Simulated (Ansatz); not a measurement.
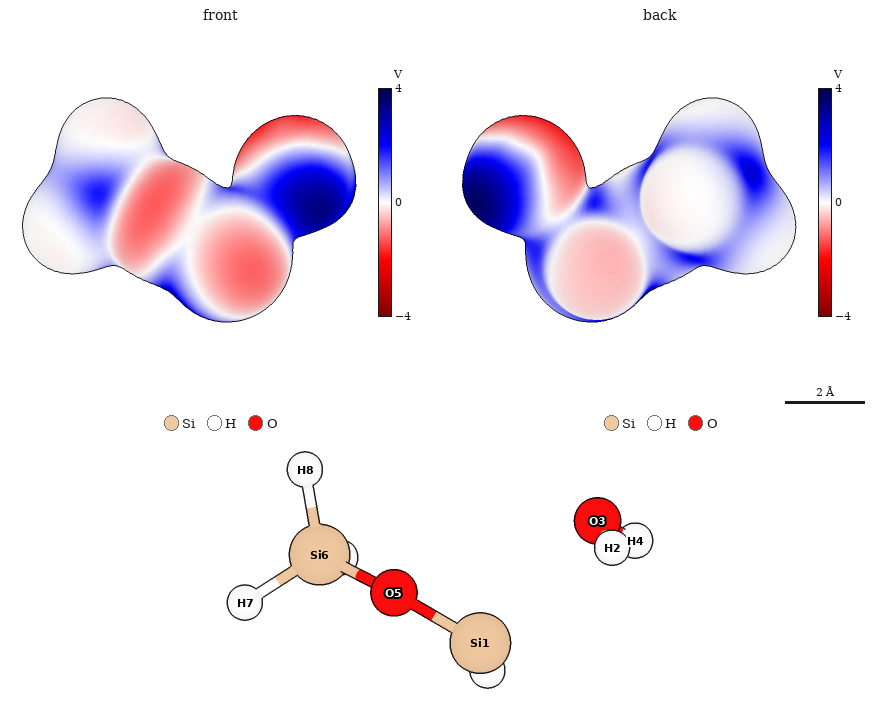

The picture shows: H$_{4}$OSi$_{2}$···H$_{2}$O. The molecular electrostatic potential painted on the density surface at 0.004 e/bohr³, seen from the front and from behind; red is negative and blue positive. The bare structure is drawn below in the same view.

Not at a stationary point (largest force 1.3 eV/Å).

The calculation used Ansatz, RHF/6-31G*.

```xyz
10

Si   -0.8474   -0.5442    0.8585
H     1.7269    0.0696    1.2210
O     1.8357    0.2950    0.2827
H     2.3493   -0.4094   -0.0935
O    -1.7404    0.6780    0.2246
Si   -2.4145    1.4089   -1.0826
H    -3.8782    1.2380   -1.0328
H    -2.0967    2.8461   -1.0596
H    -1.9039    0.8142   -2.3322
H    -0.7038   -1.4154   -0.3809
```

Question: Which sites attract a positive test charge, and which a negative one?

Answer: A positive charge is drawn to the negative regions and a negative charge to the positive ones. The most negative region (about −1.7 V) lies over O3, the most positive (about +3.6 V) over Si1 and H4. O3 is the likeliest acceptor of a hydrogen bond.
